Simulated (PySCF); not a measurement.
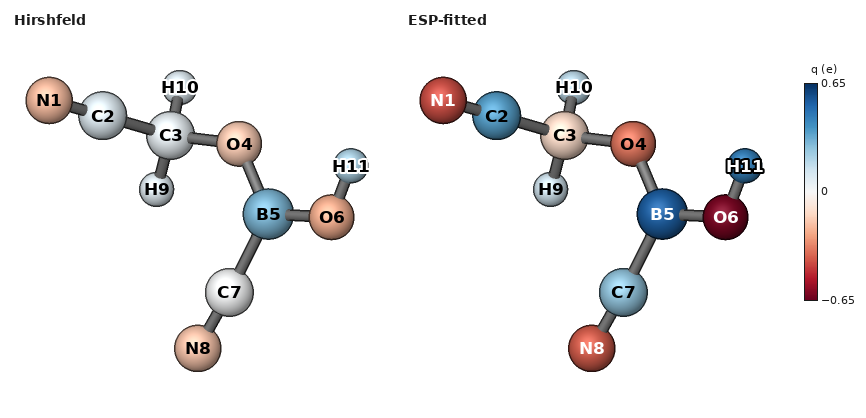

Atomic charges of one calculation by 2 schemes, on one colour scale. Computed geometry: PBE0-D3(BJ)/def2-SVP optimisation. No frequency run is at hand to confirm it as a minimum. Method: PBE0/6-311+G(2d,p) (PySCF 2.14.0).

Which scheme gives the most polar picture (largest mean size of the charges)?

The ESP-fitted charges are the largest in size here.

On which atom do the schemes disagree most?

On O6 (from −0.62 to −0.23 e).

List the charges (e), one line for each set of equivalent atoms.

| atom | Hirshfeld | ESP-fitted |
| --- | --- | --- |
| N1 | −0.20 | −0.42 |
| C2 | 0.08 | 0.36 |
| C3 | 0.05 | −0.12 |
| O4 | −0.17 | −0.35 |
| B5 | 0.29 | 0.54 |
| O6 | −0.23 | −0.62 |
| C7 | 0.01 | 0.26 |
| N8 | −0.18 | −0.39 |
| H9 | 0.07 | 0.12 |
| H10 | 0.08 | 0.17 |
| H11 | 0.20 | 0.45 |
